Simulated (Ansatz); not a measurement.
# LiAlF4 (built on the sites of a database entry of RbAlF4): from the cell to its phonons

Task: relax LiAlF4 (built on the sites of a database entry of RbAlF4), then find its harmonic phonons.

Calculated with Ansatz 0.2.0; DFT PBEsol, scalar-relativistic, plane waves, PAW.

The structure was built from a prototype and need not be the compound's stable phase.

## Step 1: The starting structure

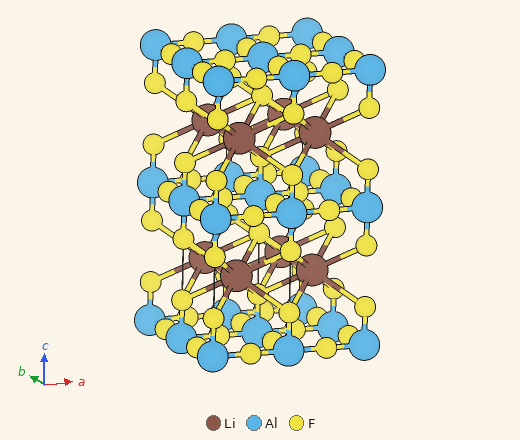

The starting structure, seen slightly off an axis (lithium brown, aluminium blue, fluorine yellow). 2×2×2 cells are drawn. Some periodic images of atoms are drawn too.

## Step 2: Coarse relaxation

The start is far from rest, so a relaxation with loose tolerances brings it close first.

Contents of input.yaml:

```yaml
crystal:
  lattice:
    - [2.76578, 0.0, 0.0]
    - [0.0, 2.76578, 0.0]
    - [0.0, 0.0, 4.7672]
  atoms:
    - { symbol: Li, position: [0.5, 0.5, 0.5] }
    - { symbol: Al, position: [0.0, 0.0, 0.0] }
    - { symbol: F, position: [0.5, 0.0, 0.0] }
    - { symbol: F, position: [0.0, 0.5, 0.0] }
    - { symbol: F, position: [0.0, 0.0, 0.277] }
    - { symbol: F, position: [0.0, 0.0, 0.723] }
kpoints:
  mp_grid: { grid: [8, 8, 4] }
hamiltonian:
  xc: pbesol
scf:
  occupations: { method: gaussian, width: 0.1 }
output:
  forces: true
  stress: true
  eigenvalues: true
relax:
  adjacent_minimum: "off"
  f_tol: 0.05
  max_steps: 80
  cell: { stress_tol: 0.5 }
```

On the command line:

```sh
$ ansatz run input.yaml --threads 8 --pin off --max-ram 14336MiB --backend cpu --events-out ev --progress --plain --runs-dir out
```

Numbers of over 12 decimals in the logs are rounded to 6 here.

The log of the run:

```text
The last accepted step is kept in <dir> (removed where the run ends without a failure and the disk answers)
Engine: ansatz 0.2.0, aarch64-unknown-linux-gnu
Pseudopotentials: kind: paw
Pseudopotential: Li, paw, valence charge 3, recommended cutoff 420 eV (normal), Li.paw.azcp
Pseudopotential: Al, paw, valence charge 3, recommended cutoff 420 eV (normal), Al.paw.azcp
[...]
cell:  # Å, volume = 77.0070 Å³
    - [3.565264, 0, 0.0]
    - [0, 3.565264, 0.0]
    - [0.0, 0.0, 6.058248]
  atoms:
    - { symbol: Li, position: [0.500000, 0.500000, 0.5] }
    - { symbol: Al, position: [0, 0, 4.851830497222148e-19] }
    - { symbol: F, position: [0.500000, 0, 4.851830497222148e-19] }
    - { symbol: F, position: [0, 0.500000, 4.851830497222148e-19] }
    - { symbol: F, position: [0, 0, 0.295425] }
    - { symbol: F, position: [0, 0, 0.704575] }
[key lines of the parts left out:]
SCF converged after 6 iterations
Free energy (F): -3936.845975 eV
Fermi energy:    2.725069 eV
P = ⅓ Tr σ = 0.0641 GPa (0.641 kbar)
```

Run time: 10 s. Hardware: 8 threads of Arm Neoverse V1, shared host; peak memory 0.45 GiB.

Relaxation path:

```csv
step,energy less that of the first step (eV),largest force component (eV/Å),pressure (GPa),volume (Å³)
1,0.0000,33.3554,350.56,36.47
2,-11.8368,14.6583,191.02,41.60
3,-17.8362,6.5791,97.11,47.49
4,-20.6111,2.3398,31.74,54.06
5,-21.0501,0.4993,2.35,57.85
6,-21.0555,0.0987,0.08,58.12
7,-21.0568,0.0484,0.02,58.12
8,-21.0571,0.0008,0.01,58.12
9*,-23.0467,0.0852,36.87,58.12
10,-24.0359,0.1749,17.72,64.32
11,-24.3784,0.2811,-0.82,72.58
12,-24.3835,0.0639,-0.06,72.40
13,-24.3836,0.0011,0.02,72.41
14*,-24.6483,0.0306,4.80,72.41
15,-24.6868,0.0059,1.77,74.98
16,-24.6833,0.0038,-0.19,77.01
17*,-24.7131,0.0009,0.06,77.01
```

Relaxation steps marked * repeat the geometry before them on a plane-wave basis chosen anew for their cell, so energy and pressure can jump there.

The run keeps the 16 symmetry operations that it works with, so distortions that break them were not tested.

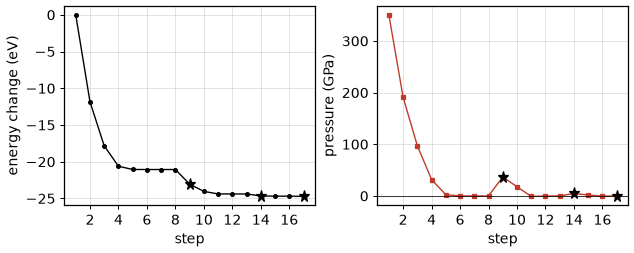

Energy and pressure along the relaxation. Stars mark steps on a basis chosen anew.

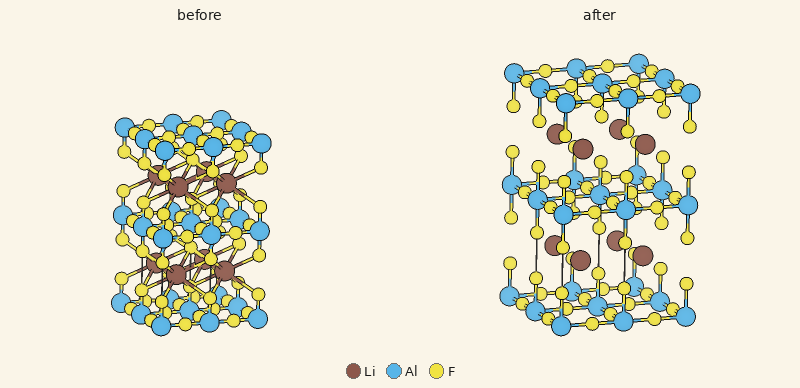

Before and after, at one scale.

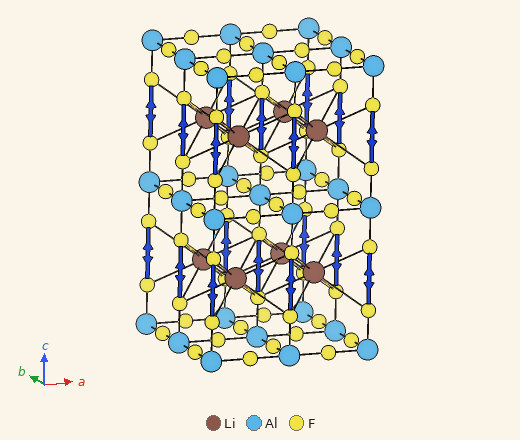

Displacements in the relaxation, exaggerated, measured against the changing cell; the longest in the cell stands for 0.11 Å. 2×2×2 cells are drawn. Some periodic images of atoms are drawn too.

```csv
cell as run,before,after,change
a (Å),2.766,3.565,+28.9 %
b (Å),2.766,3.565,+28.9 %
c (Å),4.767,6.058,+27.1 %
volume (Å³/atom),6.08,12.83,+111.2 %
```

The atoms that moved most (Å, as changes of fractional coordinates times the final cell):

```csv
atom,dx,dy,dz,length
F5,0.000,0.000,0.112,0.112
F6,0.000,0.000,-0.112,0.112
```

A gap read on the k-mesh alone can miss the band edges.

Numbers from this step:

- pressure: 0.06407 GPa
- gap on the k-mesh: 5.784 eV
- volume per atom: 12.83 Å³
- direct gap on mesh: 6.165 eV

In this step the volume went from 6.08 to 12.83 Å³/atom.

## Step 3: Relaxation

The cell and atoms are relaxed, since residual forces and stress would shift the frequencies.

Contents of input.yaml:

```yaml
crystal:
  lattice:
    - [3.5652639003, 0.0, 0.0]
    - [0.0, 3.5652639003, 0.0]
    - [0.0, 0.0, 6.0582482969]
  atoms:
    - { symbol: Li, position: [0.5, 0.5, 0.5] }
    - { symbol: Al, position: [0.0, 0.0, 0.0] }
    - { symbol: F, position: [0.5, 0.0, 0.0] }
    - { symbol: F, position: [0.0, 0.5, 0.0] }
    - { symbol: F, position: [0.0, 0.0, 0.2954250036] }
    - { symbol: F, position: [0.0, 0.0, 0.7045749964] }
kpoints:
  mp_grid: { grid: [6, 6, 4] }
hamiltonian:
  xc: pbesol
scf:
  occupations: { method: gaussian, width: 0.02 }
output:
  forces: true
  stress: true
  eigenvalues: true
  write_density: true
  write_potential: true
  elf: true
  volumetric_format: npy
relax:
  adjacent_minimum: "off"
  f_tol: 0.005
  max_steps: 80
  cell: { stress_tol: 0.05 }
```

The log of the run:

```text
[...]
Crystal: 6 atoms, lattice volume = 77.007 Å³
Basis set: ecut = 420 eV, 1513 PW (Γ), exchange–correlation on 48×48×90 points (8 copies of the dense FFT grid, shifted against one another)
Bands: 23, of which v1, the nominal top of the filled ones, is band 17 counted from 1 (16 counted from 0)
Symmetry: 16 space group operations
[...]
k-points: 30 of 144
[...]
SCF iter   1: F=—  HF=-3936.865038 eV  |F-HF|=—  |Δ(HF+E_count)|=         —  Δρ=1.16e-2  dr2=6.12e-2  ethr=1.77e-3  ⟨swp⟩=6.9  Hψ=3659  notcnv=0
[...]
SCF iter   6: F=-3936.845672 eV  HF=-3936.845672 eV  |F-HF|=4.66e-8  |Δ(HF+E_count)|=   1.23e-6  Δρ=1.04e-5  dr2=2.68e-8  ethr=2.94e-10  ⟨swp⟩=11.6  Hψ=4673  notcnv=0
SCF 1 converged in 6 iterations: F = -3936.845672 eV  dr2 = 2.68e-8
[...]
relax step   1: F+E_penalty+E_count = -3936.84567231 eV  Δ(F+E_penalty+E_count) = +0.000e0 eV  max|allowed force component| = 7.457e-4 eV/Å  Δτ_max = 0.0000 Å  P = +0.062 GPa  Ω = 77.007 Å³  (6 SCF iters, dr2 threshold 1.00e-7 eV, accepted)
Crystal: 6 atoms, lattice volume = 77.059 Å³
[...]
SCF iter   4: F=-3936.845460 eV  HF=-3936.845460 eV  |F-HF|=5.46e-9  |Δ(HF+E_count)|=   4.28e-9  Δρ=6.44e-6  dr2=6.45e-9  ethr=3.12e-11  ⟨swp⟩=5.5  Hψ=3690  notcnv=0
SCF 2 converged in 4 iterations: F = -3936.845460 eV  dr2 = 6.45e-9
relax step   2: F+E_penalty+E_count = -3936.84545980 eV  Δ(F+E_penalty+E_count) = +2.125e-4 eV  max|allowed force component| = 4.653e-3 eV/Å  Δτ_max = 0.0008 Å  P = +0.028 GPa  Ω = 77.059 Å³  energy of the carried Pulay correction = -2.206e-4 eV  (4 SCF iters, dr2 threshold 1.06e-8 eV, accepted)
[...]
SCF iter   7: F=-3936.845738 eV  HF=-3936.845738 eV  |F-HF|=1.36e-12  |Δ(HF+E_count)|=  2.23e-11  Δρ=1.73e-7  dr2=1.02e-11  ethr=1.00e-12  ⟨swp⟩=5.1  Hψ=2685  notcnv=0
SCF 3 converged in 7 iterations: F = -3936.845738 eV  dr2 = 1.02e-11
relax step   3: F+E_penalty+E_count = -3936.84573760 eV  Δ(F+E_penalty+E_count) = -2.778e-4 eV  max|allowed force component| = 4.701e-3 eV/Å  Δτ_max = 0.0000 Å  P = +0.034 GPa  Ω = 77.059 Å³  stress off target by 4.58e-2 GPa  SCF on the basis re-selected at this cell (its energy is not comparable with the rows above)  (7 SCF iters)
[...]
SCF converged after 7 iterations
Free energy (F): -3936.845738 eV
[...]
Internal energy: -3936.845738 eV  (E = F + TS)
E sigma→0 (E₀):  -3936.845738 eV
Fermi energy:    2.718183 eV
[...]
--- Forces (eV/Å), atoms counted from 1 ---
  atom   1  Li     0.00000000    -0.00000000     0.00000000
  atom   2  Al     0.00000000     0.00000000     0.00000000
  atom   3  F     -0.00000000     0.00000000     0.00000000
  atom   4  F      0.00000000     0.00000000     0.00000000
  atom   5  F     -0.00000000    -0.00000000     0.00470094
  atom   6  F      0.00000000     0.00000000    -0.00470094
  max |Σ_I F_I| component: 7.40e-30 eV/Å
--- Stress (GPa, compression-positive) ---
        0.045775       0.000000      -0.000000
        0.000000       0.045775       0.000000
       -0.000000       0.000000       0.011186
  P = ⅓ Tr σ = 0.0342 GPa (0.342 kbar)
--- Band table (eV; the first three rows and the last of 30) ---
  k-point 0: bands = [... 13 lower, -0.7704, -0.7270, -0.7270, -0.5568, 5.6093, 8.8982, 10.6301, 13.3291, ... 2 higher]
  k-point 1: bands = [... 13 lower, -0.9610, -0.8801, -0.5339, -0.5339, 5.9410, 8.1456, 11.1681, 13.4725, ... 2 higher]
  k-point 2: bands = [... 13 lower, -1.0479, -1.0479, -0.4454, -0.4454, 6.5176, 7.3153, 11.5181, 13.4591, ... 2 higher]
  k-point 29: bands = [... 13 lower, -0.8825, -0.6306, -0.5013, -0.5013, 9.5242, 9.6816, 9.6816, 10.4051, ... 2 higher]
--- Relaxed structure (2 steps of the walk, 2 accepted, 1 SCFs on fresh bases) ---
[...]
cell:  # Å, volume = 77.0586 Å³
    - [3.565580, 0, 0]
    - [0, 3.565580, 0]
    - [0, 0, 6.061225]
  atoms:
    - { symbol: Li, position: [0.5, 0.5, 0.5] }
    - { symbol: Al, position: [0, 0, 0.0] }
    - { symbol: F, position: [0.5, 0, 0.0] }
    - { symbol: F, position: [0, 0.5, 0.0] }
    - { symbol: F, position: [0, 0, 0.295288] }
    - { symbol: F, position: [0, 0, 0.704712] }
```

Run time: 1.8 s. Hardware: 8 threads; peak memory 0.43 GiB.

Little changed from the start: no atom moved by 0.005 Å and no cell edge by 0.1 %.

This step gave:

* pressure: 0.03425 GPa
* gap on the k-mesh: 5.782 eV
* volume per atom: 12.84 Å³
* direct gap on mesh: 6.166 eV

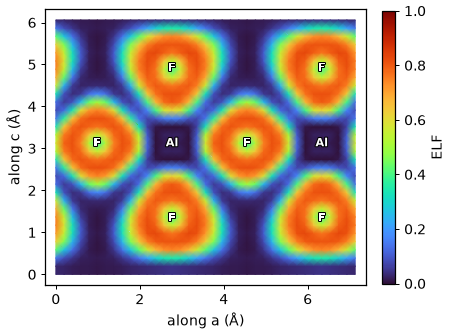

ELF in the ac plane at fractional y = 0.000, with atoms of Al and F within 0.2 Å of it. It is the smooth field of the valence electrons, not physical close to the nuclei. The map starts off the cell's origin, so that atoms lie inside it.

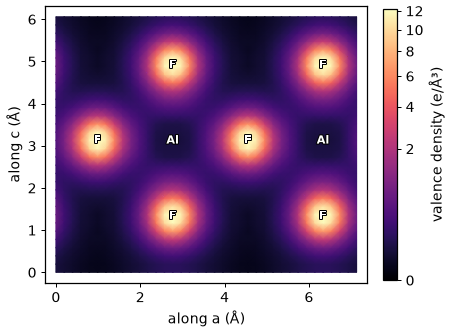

Valence density in the ac plane at fractional y = 0.000, with atoms of Al and F within 0.2 Å of it. It is the smooth field of the valence electrons, not physical close to the nuclei. The map starts off the cell's origin, so that atoms lie inside it. The colour scale is stretched toward low values.

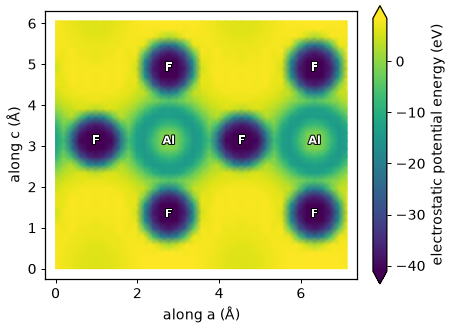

Electrostatic potential energy in the ac plane at fractional y = 0.000, with atoms of Al and F within 0.2 Å of it. With pseudopotentials it is smooth inside the atoms' cores, unlike the true potential. The map starts off the cell's origin, so that atoms lie inside it.

In this step the volume went from 12.83 to 12.84 Å³/atom.

## Step 4: Relaxing to small forces for the phonons

Phonons need a cell at rest on their own settings, so the relaxation is repeated with tight tolerances on forces and stress on the k mesh and occupations of the first response run.

Contents of input.yaml:

```yaml
crystal:
  lattice:
    - [3.5655802113, 0.0, 0.0]
    - [0.0, 3.5655802113, 0.0]
    - [0.0, 0.0, 6.0612253453]
  atoms:
    - { symbol: Li, position: [0.5, 0.5, 0.5] }
    - { symbol: Al, position: [0.0, 0.0, 0.0] }
    - { symbol: F, position: [0.5, 0.0, 0.0] }
    - { symbol: F, position: [0.0, 0.5, 0.0] }
    - { symbol: F, position: [0.0, 0.0, 0.2952881969] }
    - { symbol: F, position: [0.0, 0.0, 0.7047118031] }
kpoints:
  mp_grid: { grid: [6, 6, 4] }
hamiltonian:
  xc: pbesol
scf:
  occupations: { method: fixed }
output:
  forces: true
  stress: true
  eigenvalues: true
relax:
  adjacent_minimum: "off"
  f_tol: 0.001
  max_steps: 60
  cell: { stress_tol: 0.01 }
```

The log of the run:

```text
[...]
Crystal: 6 atoms, lattice volume = 77.059 Å³
Basis set: ecut = 420 eV, 1513 PW (Γ), exchange–correlation on 48×48×90 points (8 copies of the dense FFT grid, shifted against one another)
Bands: 23, of which v1, the nominal top of the filled ones, is band 17 counted from 1 (16 counted from 0)
Symmetry: 16 space group operations
[...]
k-points: 30 of 144
[...]
--- Relaxed structure (5 steps of the walk, 4 accepted, 1 SCFs on fresh bases) ---
[...]
cell:  # Å, volume = 77.0748 Å³
    - [3.566303, 0, 0]
    - [0, 3.566303, 0]
    - [0, 0, 6.060049]
  atoms:
    - { symbol: Li, position: [0.500000, 0.500000, 0.5] }
    - { symbol: Al, position: [0, 0, 0] }
    - { symbol: F, position: [0.500000, 0, 0] }
    - { symbol: F, position: [0, 0.500000, 0] }
    - { symbol: F, position: [0, 0, 0.295346] }
    - { symbol: F, position: [0, 0, 0.704654] }
[key lines of the parts left out:]
SCF converged after 9 iterations
Free energy (F): -3936.845759 eV
Fermi energy:    -0.173980 eV
P = ⅓ Tr σ = 0.0053 GPa (0.053 kbar)
```

It took 3.3 s on 8 threads; peak memory 0.43 GiB.

Little changed from the start: no atom moved by 0.005 Å and no cell edge by 0.1 %.

This step gave:

```yaml
pressure: 0.005285 GPa
gap_on_the_k_mesh: 5.781 eV
volume_per_atom: 12.85 Å³
direct_gap_on_mesh: 6.164 eV
```

The largest force component left is 0.24 meV/Å and the pressure is 0.005 GPa, within the tolerances set. The cell now holds 12.85 Å³/atom.

(Continued in part 2 of 3.)

[Logs are printed without paths, hosts, clocks, repeated set-up lines and the standing remarks that a program may print on its own settings, such as how far it seeks lower states.]

[Hosts, paths, dates, database ids (printed as entryN), source tags and the programs' standing remarks are cut or masked in the printed files.]
